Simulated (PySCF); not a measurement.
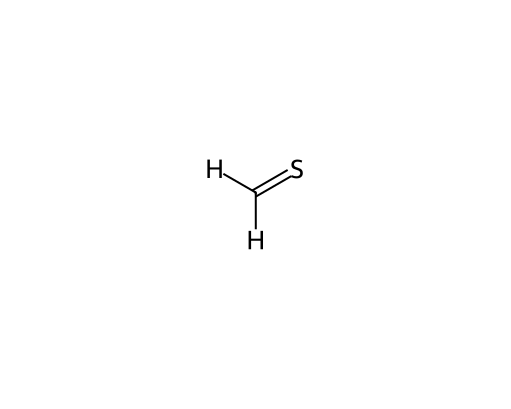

A structural formula.

> Transcribe the drawing into SMILES.

C=S

> What is the molecular formula?

CH2S.

> An optimisation with PBE0-D3(BJ)/def2-SVP gave a structure of which point group?

C2v.

More results for the same structure follow; atom numbers are the same in all pictures, views and colours differ. Computed geometry: PBE0-D3(BJ)/def2-SVP optimisation. No frequency run is at hand to confirm it as a minimum.

## Dipole moment

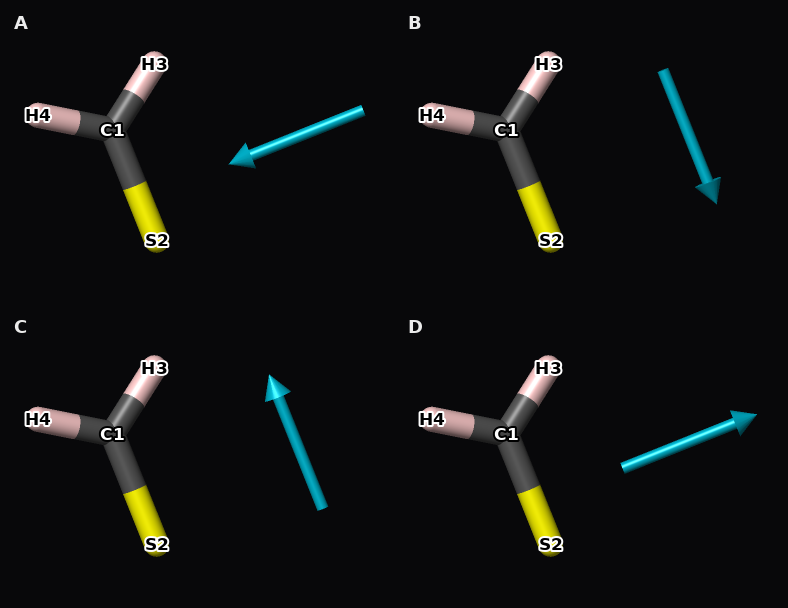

The same molecule four times, each with an arrow. No frequency run is at hand to confirm it as a minimum. Method: PBE/def2-SVPD, gas phase (PySCF 2.14.0).

> Which arrow points along the dipole moment, from the negative to the positive end?

C. The dipole moment is 1.70 D; it points from the side of S2 to the side of H3, H4 (the outermost atoms at the two ends).

## Excitation

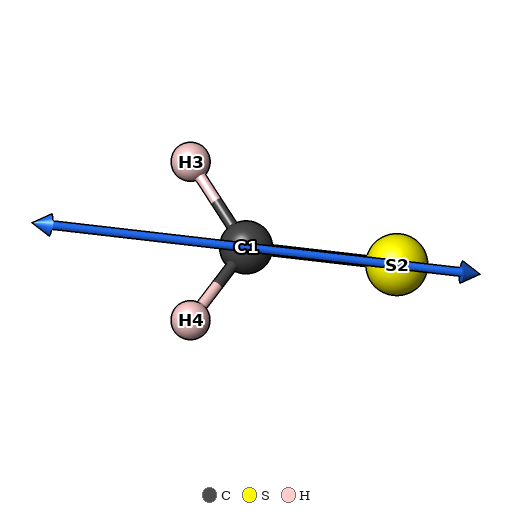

The double arrow shows the direction of the transition dipole to excited singlet state 3 (its length means nothing). No frequency run is at hand to confirm it as a minimum. Method: TDDFT PBE0/def2-SVPD, vertical, gas phase, core orbitals frozen in the response (PySCF 2.14.0).

> How is the transition polarised?

In the molecular plane, nearly parallel to the C1–S2 bond.

> Give its energy, strength and character.

6.49 eV (191 nm), oscillator strength 0.19, mainly HOMO−1 → LUMO (weight 0.93); transition dipole 2.76 D.

## Polarisability

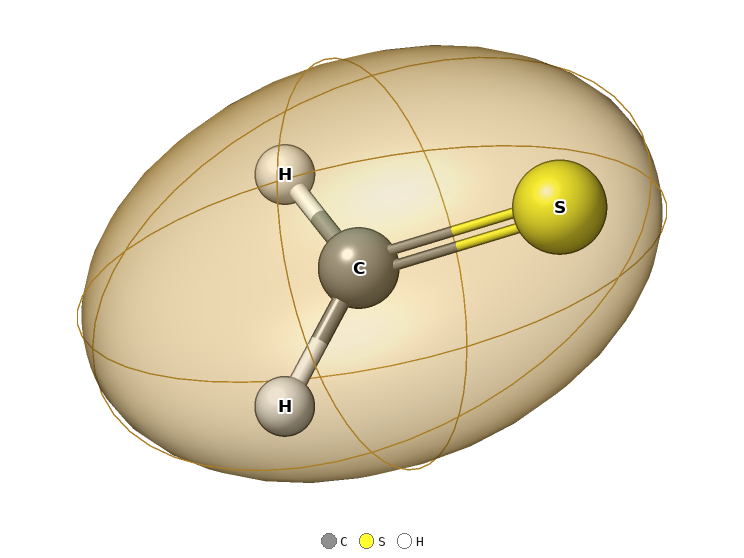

The ellipsoid shows the static dipole polarisability: its half-axes are proportional to the principal values. No frequency run is at hand to confirm it as a minimum. Level of theory: LC-wPBE/def2-SVPD (PySCF 2.14.0).

> Give the principal values, the mean and the anisotropy.

Principal values 25.4, 29.9, 44.1 bohr³; mean 33.1 bohr³ (4.91 Å³); anisotropy 16.9 bohr³, so the longest axis is 1.74 times the shortest.

## Quadrupole coupling

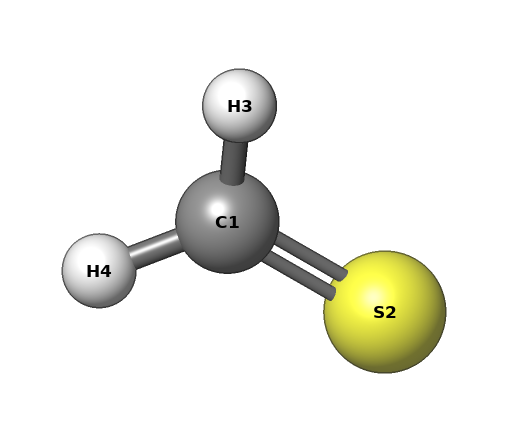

No frequency run is at hand to confirm it as a minimum. Electric field gradients from the ground-state density, B3LYP/cc-pVTZ (PySCF 2.14.0), non-relativistic apart from any core potentials.

Give the largest field-gradient component, the quadrupole coupling constant and the asymmetry for 33S at S2 (Q = −67.81 mb), 2H at H3 (Q = 2.86 mb).

| atom | V_zz (a.u.) | e²qQ/h (MHz) | η |
| --- | --- | --- | --- |
| S2 | −3.019 | 48.1 | 0.52 |
| H3 | 0.261 | 0.175 | 0.01 |
